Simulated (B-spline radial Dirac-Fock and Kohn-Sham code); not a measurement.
# Muonic Nd

Aim: the levels and X-ray lines of a negative muon bound to a nucleus of Nd.

The numbers are computed with B-spline radial Dirac-Fock and Kohn-Sham code (version 3): Dirac equation of a negative muon with reduced mass around a spherical finite nucleus, Uehling potential to all orders; no nuclear polarisation, deformation, self-energy or electron screening.

**1. The atom as given**

Atomic neodymium, [Xe] 4f4 6s2.

| Property | Result |
| --- | --- |
| nuclear charge | 60 |
| electrons | 60 |
| mass number | 137 |
| nuclear rms radius | 4.908 fm |

**2. A = 137, fermi nucleus**

Settings, as recorded:

```ini
task = muonic
Z = 60
charge = 0
configuration = 1s2 2s2 2p6 3s2 3p6 3d10 4s2 4p6 4d10 4f4 5s2 5p6 6s2
mass_number = 137
rms_radius = 4.908  # fm
nuclear_model = fermi
atomic_mass = 136.914563  # u
radius_from = measured
```

The program writes no log. Results of the run, from its result record (rounded, main fields):

```text
{
  "status": "converged",
  "levels": ["1s1/2", "2s1/2", "2p1/2", "2p3/2", "3s1/2", "3p1/2", "3p3/2", "3d3/2", "3d5/2", "4d3/2", "4d5/2", "4f5/2", "4f7/2", "5f5/2", "5f7/2", "5g7/2", "5g9/2", "6g7/2", "6g9/2", "6h9/2", "6h11/2"],
  "binding [keV]": [6892.39, 2119.963, 2619.021, 2537.349, 1004.286, 1156.16, 1133.953, 1147.0, 1134.601, 643.8891, 638.6713, 638.4523, 635.8621, 408.3929, 407.0647, 406.9368, 406.1486, 282.5462, 282.0896, 282.0243, 281.7218],
  "point_nucleus_binding [keV]": [10657.13, 2698.779, 2698.779, 2560.867, 1183.81, 1183.81, 1142.798, 1142.798, 1130.411, 642.1698, 636.9228, 636.9228, 634.3576, 407.6473, 406.3309, 406.3309, 405.548, 282.2196, 281.7659, 281.7659, 281.4649],
  "vacuum_polarisation [keV]": [46.298, 11.033, 16.328, 15.06, 3.9477, 5.2058, 4.9147, 4.4586, 4.2884, 1.8737, 1.8081, 1.5297, 1.5046, 0.74586, 0.73392, 0.60599, 0.60057, 0.32659, 0.32367, 0.25837, 0.25691],
  "mean_radius [fm]": [9.314, 30.37, 20.47, 21.32, 64.31, 51.71, 52.8, 43.56, 44.28, 87.65, 88.53, 75.76, 76.27, 132.9, 133.5, 116.4, 116.8, 186.5, 186.9, 165.6, 165.9]
}
```

**3. A = 138, fermi nucleus**

Recorded inputs:

```ini
task = muonic
mass_number = 138
rms_radius = 4.9123  # fm
nuclear_model = fermi
atomic_mass = 137.911951  # u
```

The program writes no log. Results of the run, from its result record (rounded, main fields):

```text
{
  "status": "converged",
  "levels": ["1s1/2", "2s1/2", "2p1/2", "2p3/2", "3s1/2", "3p1/2", "3p3/2", "3d3/2", "3d5/2", "4d3/2", "4d5/2", "4f5/2", "4f7/2", "5f5/2", "5f7/2", "5g7/2", "5g9/2", "6g7/2", "6g9/2", "6h9/2", "6h11/2"],
  "binding [keV]": [6889.881, 2119.542, 2618.883, 2537.269, 1004.15, 1156.116, 1133.927, 1147.006, 1134.608, 643.8924, 638.6749, 638.4561, 635.8659, 408.3953, 407.0671, 406.9393, 406.1511, 282.5478, 282.0913, 282.026, 281.7235],
  "point_nucleus_binding [keV]": [10657.2, 2698.795, 2698.795, 2560.882, 1183.818, 1183.818, 1142.805, 1142.805, 1130.417, 642.1736, 636.9266, 636.9266, 634.3614, 407.6497, 406.3333, 406.3333, 405.5505, 282.2213, 281.7676, 281.7676, 281.4665],
  "vacuum_polarisation [keV]": [46.265, 11.028, 16.325, 15.058, 3.9462, 5.2049, 4.9141, 4.4586, 4.2885, 1.8737, 1.8081, 1.5298, 1.5046, 0.74588, 0.73394, 0.60599, 0.60058, 0.3266, 0.32368, 0.25837, 0.25692],
  "mean_radius [fm]": [9.317, 30.38, 20.47, 21.32, 64.32, 51.71, 52.8, 43.56, 44.28, 87.65, 88.53, 75.76, 76.27, 132.9, 133.5, 116.4, 116.8, 186.5, 186.9, 165.6, 165.9]
}
```

**4. A = 139, fermi nucleus**

Settings, as recorded:

```ini
task = muonic
mass_number = 139
rms_radius = 4.9076  # fm
nuclear_model = fermi
atomic_mass = 138.911951  # u
```

The program writes no log. Results of the run, from its result record (rounded, main fields):

```text
{
  "status": "converged",
  "levels": ["1s1/2", "2s1/2", "2p1/2", "2p3/2", "3s1/2", "3p1/2", "3p3/2", "3d3/2", "3d5/2", "4d3/2", "4d5/2", "4f5/2", "4f7/2", "5f5/2", "5f7/2", "5g7/2", "5g9/2", "6g7/2", "6g9/2", "6h9/2", "6h11/2"],
  "binding [keV]": [6892.675, 2120.022, 2619.064, 2537.387, 1004.309, 1156.178, 1133.97, 1147.014, 1134.615, 643.8968, 638.679, 638.4599, 635.8696, 408.3978, 407.0696, 406.9417, 406.1535, 282.5495, 282.093, 282.0277, 281.7251],
  "point_nucleus_binding [keV]": [10657.26, 2698.811, 2698.811, 2560.897, 1183.825, 1183.825, 1142.811, 1142.811, 1130.424, 642.1774, 636.9304, 636.9304, 634.3651, 407.6521, 406.3357, 406.3357, 405.5529, 282.2229, 281.7693, 281.7693, 281.4682],
  "vacuum_polarisation [keV]": [46.301, 11.034, 16.328, 15.06, 3.9479, 5.206, 4.9148, 4.4587, 4.2885, 1.8738, 1.8082, 1.5298, 1.5046, 0.74588, 0.73394, 0.606, 0.60059, 0.3266, 0.32368, 0.25838, 0.25692],
  "mean_radius [fm]": [9.313, 30.37, 20.47, 21.32, 64.31, 51.71, 52.8, 43.56, 44.28, 87.65, 88.53, 75.76, 76.27, 132.9, 133.5, 116.4, 116.8, 186.5, 186.9, 165.6, 165.9]
}
```

**5. A = 140, fermi nucleus**

Settings, as recorded:

```ini
task = muonic
mass_number = 140
rms_radius = 4.9101  # fm
nuclear_model = fermi
atomic_mass = 139.909546  # u
```

The program writes no log. Results of the run, from its result record (rounded, main fields):

```text
{
  "status": "converged",
  "levels": ["1s1/2", "2s1/2", "2p1/2", "2p3/2", "3s1/2", "3p1/2", "3p3/2", "3d3/2", "3d5/2", "4d3/2", "4d5/2", "4f5/2", "4f7/2", "5f5/2", "5f7/2", "5g7/2", "5g9/2", "6g7/2", "6g9/2", "6h9/2", "6h11/2"],
  "binding [keV]": [6891.225, 2119.781, 2618.99, 2537.346, 1004.232, 1156.155, 1133.957, 1147.02, 1134.621, 643.9002, 638.6826, 638.4636, 635.8734, 408.4001, 407.0719, 406.9441, 406.1558, 282.5512, 282.0946, 282.0293, 281.7268],
  "point_nucleus_binding [keV]": [10657.32, 2698.827, 2698.827, 2560.912, 1183.831, 1183.831, 1142.818, 1142.818, 1130.431, 642.1812, 636.9341, 636.9341, 634.3688, 407.6545, 406.3381, 406.3381, 405.5552, 282.2246, 281.7709, 281.7709, 281.4699],
  "vacuum_polarisation [keV]": [46.282, 11.031, 16.327, 15.059, 3.947, 5.2054, 4.9145, 4.4587, 4.2886, 1.8738, 1.8082, 1.5298, 1.5046, 0.74589, 0.73395, 0.60601, 0.60059, 0.3266, 0.32369, 0.25838, 0.25693],
  "mean_radius [fm]": [9.315, 30.38, 20.47, 21.32, 64.31, 51.71, 52.8, 43.56, 44.28, 87.65, 88.53, 75.76, 76.26, 132.9, 133.5, 116.4, 116.8, 186.5, 186.9, 165.6, 165.9]
}
```

**6. Collected**

X-ray lines of the cascade, in keV:

```tsv
line	A = 137, fermi	A = 138, fermi	A = 139, fermi	A = 140, fermi
2p3/2 → 1s1/2	4355.04	4352.61	4355.29	4353.88
2p1/2 → 1s1/2	4273.37	4271.00	4273.61	4272.23
3p3/2 → 1s1/2	5758.44	5755.95	5758.70	5757.27
3d5/2 → 2p3/2	1402.75	1402.66	1402.77	1402.72
3d3/2 → 2p1/2	1472.02	1471.88	1472.05	1471.97
4f7/2 → 3d5/2	498.739	498.742	498.745	498.748
5g9/2 → 4f7/2	229.713	229.715	229.716	229.718
```

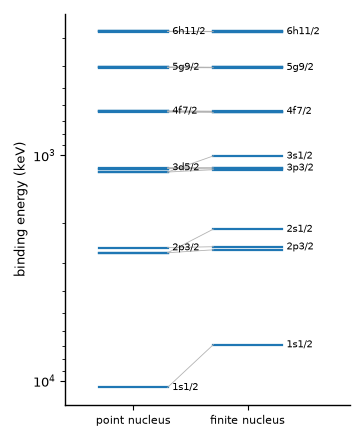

Muonic levels for A = 137, fermi, with a point and a finite nucleus.

**7. Results**

| quantity | value |
| --- | --- |
| 1s binding, A = 137, fermi | 6892.39 keV |
| for a point nucleus | 10657.1 keV |
| vacuum polarisation in 1s | 46.30 keV |
| mean 1s radius, nuclear rms radius | 9.31, 4.908 fm |

What this shows: With a mean radius of 1.9 times the nuclear rms radius, the 1s level loses 36 % of its point-nucleus binding. (Vacuum polarisation, which the point-nucleus values lack, is taken out for this ratio.) The size effect lifts 2s above 2p1/2, which a point nucleus keeps level. From A = 137 to 140 the 2p3/2 → 1s1/2 line moves by -1.16 keV. Nuclear polarisation, deformation and electron screening are left out.
